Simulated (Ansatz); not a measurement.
**A computed series for hypothetical cubic perovskite BaSnSe3: pressure series**

Start from BaSnSe3 in the cubic perovskite structure (space group Pm-3m, No. 221; a hypothetical phase, not in the database extracts checked).

```
CELL_PARAMETERS angstrom
      5.26995     0.00000     0.00000
      0.00000     5.26995     0.00000
      0.00000     0.00000     5.26995
ATOMIC_POSITIONS crystal
  Ba 0.00000 0.00000 0.00000
  Sn 0.50000 0.50000 0.50000
  Se 0.00000 0.50000 0.50000
  Se 0.50000 0.50000 0.00000
  Se 0.50000 0.00000 0.50000
```

Cell and atoms are relaxed at each pressure.

Calculations: PBEsol/PAW in Ansatz (a first-principles code), no SOC.

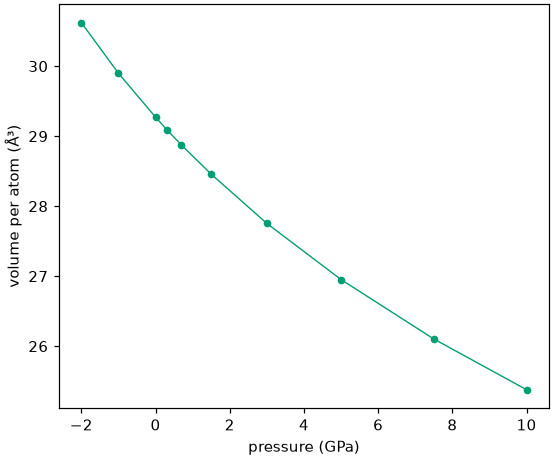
Figure. Volume per atom against pressure

| pressure (GPa) | volume per atom |
|---|---|
| -2 | 30.62 Å³ |
| -1 | 29.90 Å³ |
| 0.3 | 29.10 Å³ |
| 0.7 | 28.87 Å³ |
| 1.5 | 28.46 Å³ |
| 3 | 27.75 Å³ |
| 5 | 26.95 Å³ |
| 7.5 | 26.10 Å³ |
| 10 | 25.38 Å³ |

Load acts through the strain it causes; cell and atoms are relaxed under it. Whether these cells are dynamically stable was not tested. No other phases were tried under pressure. All final runs are without spin polarisation. Many cubic perovskites are stable only at high temperature; tilts and polar distortions were not tested.
